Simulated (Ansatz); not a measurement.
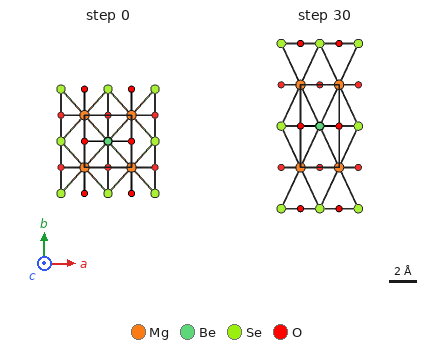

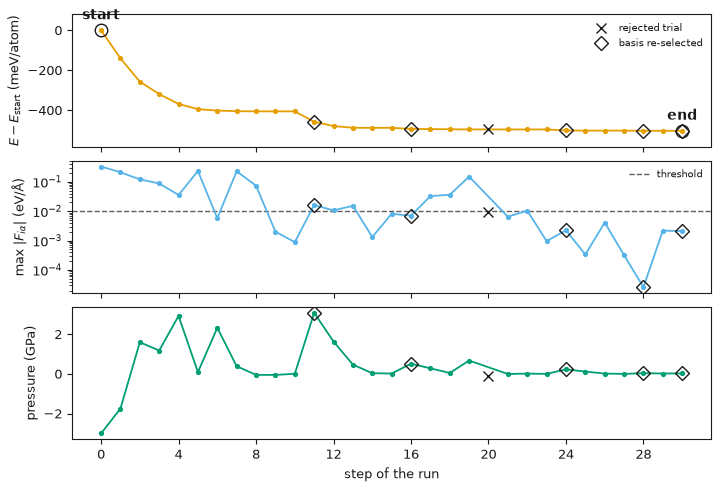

First and last geometry of a relaxation of crystalline Mg$_{2}$BeSeO$_{2}$ (a generated structure, set up in Pmmm), with the history of the run. Style: ball-and-stick. Shown: the cell of the calculation, along the c axis.

Method: DFT PBE, scalar-relativistic, plane waves, PAW (Ansatz 0.2.0).

The input:
```yaml
crystal:
  lattice:
    - [3.49557353, 0.0, 0.0]
    - [0.0, 3.87846434, 0.0]
    - [0.0, 0.0, 6.674302]
  atoms:
    - { symbol: Mg, position: [0.0, 0.0, 0.74705398] }
    - { symbol: Mg, position: [0.0, 0.0, 0.25294602] }
    - { symbol: Be, position: [0.5, 0.5, 0.0] }
    - { symbol: Se, position: [0.5, 0.5, 0.5] }
    - { symbol: O, position: [0.5, 0.0, 0.5] }
    - { symbol: O, position: [0.0, 0.5, 0.0] }
basis:
  ecutwfc: 420
kpoints:
  mp_grid: { grid: [10, 10, 6] }
hamiltonian:
  xc: pbe
scf:
  occupations: { method: gaussian, width: 0.1 }
output:
  forces: true
  stress: true
  eigenvalues: true
relax:
  adjacent_minimum: "off"
  f_tol: 0.01
  max_steps: 80
  cell: { stress_tol: 0.05 }
```

Command:
```bash
ansatz run input.yaml --threads 1 --pin off --max-ram 2560MiB --backend cpu --events-out ev --progress --plain --runs-dir out
```

### Read the history and describe the run.

It converged. After 24 accepted moves (30 points after the start) the energy has fallen by 503 meV per atom. Largest force component: 0.33 eV/Å at the start, 0.0021 eV/Å at the end. The pressure goes from −3.00 to 0.02 GPa. The line search rejected the trial step at point 20 of the run. At 5 points the geometry stayed and the basis and grid were re-selected for the new cell (energy shift of 51.7 meV per atom at most each time). The largest moves relative to the cell, 0.092 Å, are those of Mg1 and Mg2. Mg2 goes along +c. Se and O and Be stay in place. Cell: a 3.496 → 2.869 Å (−17.9 %), b 3.878 → 6.142 Å (+58.4 %), c 6.674 → 5.883 Å (−11.9 %). Volume +14.6 %. Near-neighbour distances that change, for instance: Se4–O5 1.939 → 3.071 Å, Mg1–O6 2.571 → 3.454 Å, Se4–Se4 3.496 → 2.869 Å, Mg1–Mg2 3.298 → 2.723 Å. The space group stays Pmmm (No. 47).

```json
{"step": "0", "E − E(0), meV/atom": "0.00", "largest force component, eV/Å": "0.3328", "pressure, GPa": "-3.00", "volume, Å³/atom": "15.081", "note": ""}
{"step": "1", "E − E(0), meV/atom": "-140.22", "largest force component, eV/Å": "0.2124", "pressure, GPa": "-1.75", "volume, Å³/atom": "14.257", "note": ""}
{"step": "2", "E − E(0), meV/atom": "-256.73", "largest force component, eV/Å": "0.1219", "pressure, GPa": "1.60", "volume, Å³/atom": "13.586", "note": ""}
{"step": "3", "E − E(0), meV/atom": "-319.36", "largest force component, eV/Å": "0.0884", "pressure, GPa": "1.18", "volume, Å³/atom": "13.698", "note": ""}
{"step": "4", "E − E(0), meV/atom": "-368.29", "largest force component, eV/Å": "0.0358", "pressure, GPa": "2.93", "volume, Å³/atom": "13.652", "note": ""}
{"step": "5", "E − E(0), meV/atom": "-394.64", "largest force component, eV/Å": "0.2344", "pressure, GPa": "0.09", "volume, Å³/atom": "14.094", "note": ""}
{"step": "6", "E − E(0), meV/atom": "-401.41", "largest force component, eV/Å": "0.0058", "pressure, GPa": "2.33", "volume, Å³/atom": "14.074", "note": ""}
{"step": "7", "E − E(0), meV/atom": "-404.80", "largest force component, eV/Å": "0.2298", "pressure, GPa": "0.39", "volume, Å³/atom": "14.299", "note": ""}
{"step": "8", "E − E(0), meV/atom": "-405.53", "largest force component, eV/Å": "0.0739", "pressure, GPa": "-0.05", "volume, Å³/atom": "14.257", "note": ""}
{"step": "9", "E − E(0), meV/atom": "-405.59", "largest force component, eV/Å": "0.0020", "pressure, GPa": "-0.05", "volume, Å³/atom": "14.311", "note": ""}
{"step": "10", "E − E(0), meV/atom": "-405.62", "largest force component, eV/Å": "0.0009", "pressure, GPa": "0.01", "volume, Å³/atom": "14.296", "note": ""}
{"step": "11", "E − E(0), meV/atom": "-457.30", "largest force component, eV/Å": "0.0162", "pressure, GPa": "3.08", "volume, Å³/atom": "14.296", "note": "same geometry, new basis"}
{"step": "12", "E − E(0), meV/atom": "-479.18", "largest force component, eV/Å": "0.0107", "pressure, GPa": "1.63", "volume, Å³/atom": "14.811", "note": ""}
{"step": "13", "E − E(0), meV/atom": "-487.54", "largest force component, eV/Å": "0.0154", "pressure, GPa": "0.47", "volume, Å³/atom": "15.307", "note": ""}
{"step": "14", "E − E(0), meV/atom": "-487.95", "largest force component, eV/Å": "0.0013", "pressure, GPa": "0.04", "volume, Å³/atom": "15.487", "note": ""}
{"step": "15", "E − E(0), meV/atom": "-487.92", "largest force component, eV/Å": "0.0082", "pressure, GPa": "0.02", "volume, Å³/atom": "15.520", "note": ""}
{"step": "16", "E − E(0), meV/atom": "-493.31", "largest force component, eV/Å": "0.0070", "pressure, GPa": "0.52", "volume, Å³/atom": "15.520", "note": "same geometry, new basis"}
{"step": "17", "E − E(0), meV/atom": "-494.20", "largest force component, eV/Å": "0.0329", "pressure, GPa": "0.28", "volume, Å³/atom": "15.758", "note": ""}
{"step": "18", "E − E(0), meV/atom": "-495.17", "largest force component, eV/Å": "0.0363", "pressure, GPa": "0.05", "volume, Å³/atom": "16.110", "note": ""}
{"step": "19", "E − E(0), meV/atom": "-495.78", "largest force component, eV/Å": "0.1512", "pressure, GPa": "0.68", "volume, Å³/atom": "16.522", "note": ""}
{"step": "21", "E − E(0), meV/atom": "-496.07", "largest force component, eV/Å": "0.0065", "pressure, GPa": "0.00", "volume, Å³/atom": "16.676", "note": ""}
{"step": "22", "E − E(0), meV/atom": "-495.99", "largest force component, eV/Å": "0.0105", "pressure, GPa": "0.02", "volume, Å³/atom": "16.708", "note": ""}
{"step": "23", "E − E(0), meV/atom": "-496.01", "largest force component, eV/Å": "0.0010", "pressure, GPa": "0.00", "volume, Å³/atom": "16.704", "note": ""}
{"step": "24", "E − E(0), meV/atom": "-501.27", "largest force component, eV/Å": "0.0022", "pressure, GPa": "0.23", "volume, Å³/atom": "16.704", "note": "same geometry, new basis"}
{"step": "25", "E − E(0), meV/atom": "-501.93", "largest force component, eV/Å": "0.0003", "pressure, GPa": "0.12", "volume, Å³/atom": "16.946", "note": ""}
{"step": "26", "E − E(0), meV/atom": "-501.83", "largest force component, eV/Å": "0.0041", "pressure, GPa": "0.02", "volume, Å³/atom": "17.181", "note": ""}
{"step": "27", "E − E(0), meV/atom": "-501.82", "largest force component, eV/Å": "0.0003", "pressure, GPa": "0.00", "volume, Å³/atom": "17.186", "note": ""}
{"step": "28", "E − E(0), meV/atom": "-502.89", "largest force component, eV/Å": "0.0000", "pressure, GPa": "0.04", "volume, Å³/atom": "17.186", "note": "same geometry, new basis"}
{"step": "29", "E − E(0), meV/atom": "-502.80", "largest force component, eV/Å": "0.0022", "pressure, GPa": "0.02", "volume, Å³/atom": "17.278", "note": ""}
{"step": "30", "E − E(0), meV/atom": "-502.96", "largest force component, eV/Å": "0.0021", "pressure, GPa": "0.02", "volume, Å³/atom": "17.278", "note": "same geometry, new basis"}
```
